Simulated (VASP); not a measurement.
Shape and ions are relaxed at each volume.

Energy against volume of PbO$_{2}$ (rutile). These are optB88-vdW, VASP's PBE PAW potentials (set 64) (plane waves; VASP) values and carry that method's errors.

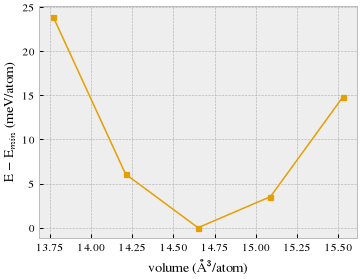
Energy against volume

Task: Estimate the equilibrium volume and the bulk modulus.

Result: The minimum lies near 14.7 Å³/atom, and the curvature gives B0 of about 110 GPa.

The compound is PbO2 in the rutile structure. It was relaxed first, which changed the volume by +6 %.
